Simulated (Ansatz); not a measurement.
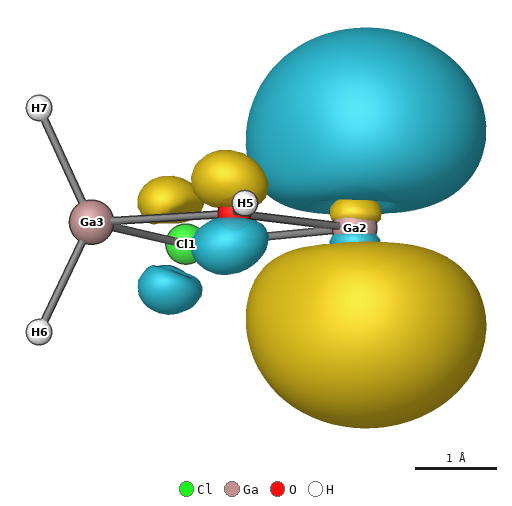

Figure 1: ClGa₂H₃O. One frontier orbital at ±0.1 Å⁻³ᐟ² (yellow and cyan are the two phases), seen from one side.

Geometry: PBE0-D3(BJ)/def2-SVP.

Method: isolated molecule in a Gaussian basis; Kohn-Sham density functional theory, functional PBE0 (Ansatz 0.2.0).

Input file:

```
crystal:
  periodic: [false, false, false]
  atoms:
    - {symbol: Cl, position_ang: [-0.191940, -1.668265, -0.889138]}
    - {symbol: Ga, position_ang: [0.532752, 0.396489, -2.240426]}
    - {symbol: Ga, position_ang: [0.639644, -0.493595, 0.954682]}
    - {symbol: O, position_ang: [1.058272, 0.886200, -0.361393]}
    - {symbol: H, position_ang: [1.476994, 1.718892, -0.117190]}
    - {symbol: H, position_ang: [1.968561, -1.172993, 1.423399]}
    - {symbol: H, position_ang: [-0.566073, -0.016128, 1.829656]}
basis:
  gaussian: {orbitals: def2-TZVPD}
total_charge: 0
hamiltonian: {xc: pbe0}
output: {forces: true, orbitals: {seedname: orbitals}}
```

Run with:

```sh
ansatz run input.yaml --threads 2 --pin off --max-ram 4350MiB --events-out events.jsonl --progress --plain --runs-dir runs
```

### Which orbital is it: HOMO or LUMO?

The LUMO, at −1.42 eV. By Hirshfeld shares it lies mainly on Ga2 (about 90 %).
